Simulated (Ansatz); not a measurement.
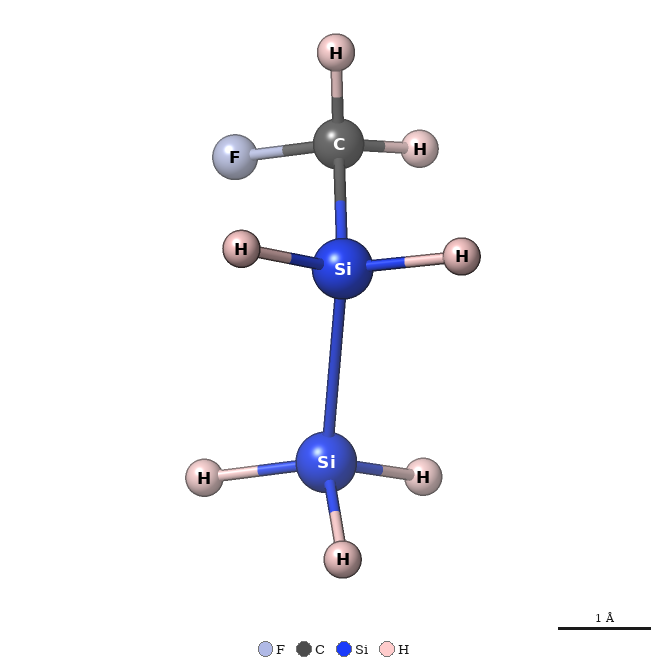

Depth is shown by fading: the farther an atom, the more it takes the colour of the background. The geometry was computed by an optimisation with PBE0-D4/def2-TZVP. No frequency run is at hand to confirm it as a minimum. Masses are those of the most abundant isotopes; constants are for the rigid equilibrium geometry.

Question: Classify the rotor and give the rotational constants (MHz).

Answer: An asymmetric top (C1): A = 6425, B = 2295, C = 1842 MHz. Ray's parameter κ is −0.80, nearer the prolate limit.
